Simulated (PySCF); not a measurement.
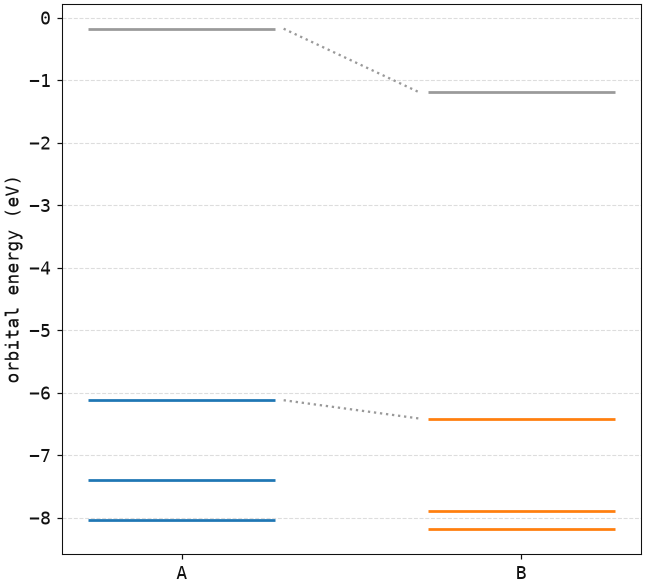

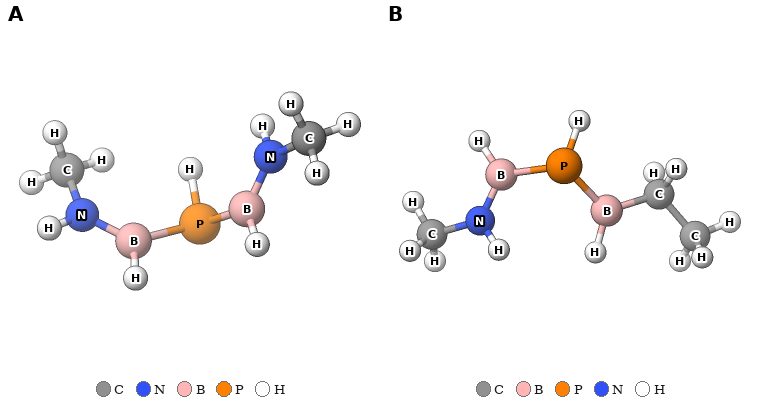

Related molecules: A is C₂H₁₁B₂N₂P, SMILES CNBPBNC; B is C₃H₁₂B₂NP, SMILES CCBPBNC. Frontier orbital energies, B3LYP/def2-SVPD, PySCF, at a GFN2-xTB geometry (no frequency check); drawn are at most three filled levels and, in grey, the LUMO with any level within 0.03 eV of it; dotted lines join the HOMOs and the LUMOs.

### What does the change do to the frontier levels?

From A to B the HOMO falls by 0.29 eV and the LUMO falls by 1.02 eV, so the separation goes from 5.94 to 5.22 eV.

Limits of at least one run: one conformer of a flexible molecule; the tight-binding geometry is rougher than a DFT one and adds to the error.
